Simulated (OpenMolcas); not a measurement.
# PO (Phosphorus monoxide): US12h/def2-TZVPPD

What is the energy change on altering one bond length of PO (Phosphorus monoxide) at US12h/def2-TZVPPD? 

The results are computed with OpenMolcas 26.06.

## 1. The structure to begin with

PO has 2 atoms, charge 0, and is taken as a doublet. As SMILES, `O=[P]`. The shape is that of a GFN2-xTB optimisation.

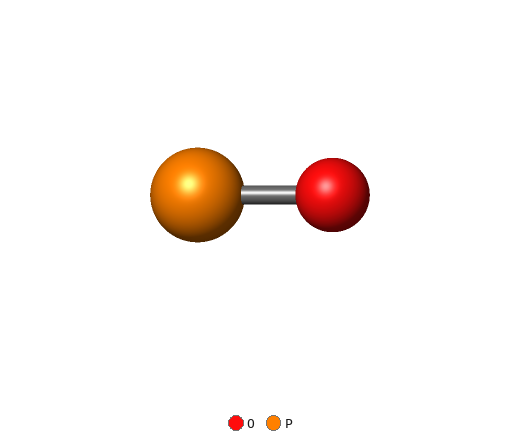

The structure, seen from a chosen angle (oxygen red, phosphorus orange).

## 2. The energy at US12h/def2-TZVPPD

File geom.xyz:

```xyz
2

O      0.000000     0.000000     0.000000
P      0.000000     0.000000     1.455090
```

File job.input:

```
* OP Kohn-Sham DFT
>>> EXPORT MOLCAS_PRINT=2

&GATEWAY
  BASLIB=$CurrDir
  COORD=geom.xyz
  BASIS=def2-TZVPPD
  GROUP=NoSym

&SEWARD

&SCF
  UHF
  SPIN=2
  KSDFT=S12H
  PRORBITALS=0
```

The basis set def2-TZVPPD is read from a file made from the Basis Set Exchange's data (not shown).

Command:

```sh
$ export MOLCAS_MEM=1860
$ pymolcas job.input > job.log
```

The program printed:

```text
--- Start Module: gateway ---
[...]
--- Stop Module: gateway /rc=_RC_ALL_IS_WELL_ ---
--- Start Module: seward ---
[...]
      Basis functions           88
--- Stop Module: seward /rc=_RC_ALL_IS_WELL_ ---
[...]
--- Start Module: scf ---
[...]
       Convergence after  13 Iterations
[...]
::    Total KS-DFT energy                            -416.5509905351
[...]
      Total spin, S                                     0.5031110269
[...]
      Total electronic charge=   23.000000
      Total            charge=   -0.000000
[...]
      Dipole Moment (debye):
      Origin of the operator (angstrom)=    0.0000    0.0000    0.9596
                   X=  8.6952E-16               Y= -1.1878E-15               Z=  1.8986E+00           Total=  1.8986E+00
      Quadrupole Moment (debye*angstrom):
[...]
--- Stop Module: scf /rc=_RC_ALL_IS_WELL_ ---
[...]
```

Wall time 7.2 s (1 thread of Arm Neoverse V1, shared host); peak memory 0.48 GiB.

## 3. The distorted shape at the same level

File geom.xyz:

```xyz
2

O      0.000000     0.000000    -0.727510
P      0.000000     0.000000     1.455090
```

File job.input:

```
&GATEWAY
BasLib = $CurrDir
Coord = geom.xyz
Basis = def2-TZVPPD
Group = NoSym
&SEWARD
&SCF
UHF
Spin = 2
KSDFT = S12H
PrOrbitals = 0
```

The basis set def2-TZVPPD is read from a file made from the Basis Set Exchange's data (not shown).

Command:

```sh
$ export MOLCAS_MEM=1860
$ pymolcas job.input > job.log
```

The program printed:

```text
--- Start Module: gateway ---
[...]
--- Stop Module: gateway /rc=_RC_ALL_IS_WELL_ ---
--- Start Module: seward ---
[...]
      Basis functions           88
--- Stop Module: seward /rc=_RC_ALL_IS_WELL_ ---
[...]
--- Start Module: scf ---
[...]
       Convergence after  30 Iterations
[...]
::    Total KS-DFT energy                            -416.3908904738
[...]
      Total spin, S                                     0.8810705382
[...]
      Total electronic charge=   23.000000
      Total            charge=   -0.000000
[...]
      Dipole Moment (debye):
      Origin of the operator (angstrom)=    0.0000    0.0000    0.7118
                   X= -8.2512E-16               Y= -1.5689E-15               Z=  2.7047E+00           Total=  2.7047E+00
      Quadrupole Moment (debye*angstrom):
[...]
--- Stop Module: scf /rc=_RC_ALL_IS_WELL_ ---
[...]
```

Wall time 13 s (1 thread of Arm Neoverse V1, shared host); peak memory 0.48 GiB.

## 4. What came out

Level: US12h/def2-TZVPPD.

```
                                                         quantity          value
                                        first shape: total energy  -416.55099 Eh
                                       first shape: dipole moment         1.90 D
                  first shape: HOMO energy (highest over α and β)       -5.83 eV
                   first shape: LUMO energy (lowest over α and β)       -3.35 eV
                                                first shape: ⟨S²⟩          0.756
                                    distorted shape: total energy  -416.39089 Eh
                                   distorted shape: dipole moment         2.70 D
              distorted shape: HOMO energy (highest over α and β)       -7.61 eV
               distorted shape: LUMO energy (lowest over α and β)       -4.01 eV
                                            distorted shape: ⟨S²⟩          1.657
energy change with the O1–P2 bond stretched from 1.455 to 2.183 Å       4.357 eV
```

What this shows: With the O1–P2 bond stretched from 1.455 to 2.183 Å the energy rises by 4.36 eV (100 kcal/mol). The first shape isn't relaxed at this level, so the change isn't measured from a minimum. ⟨S²⟩ (distorted shape) is 1.66 where a pure doublet has 0.75: the reference is spin-contaminated.
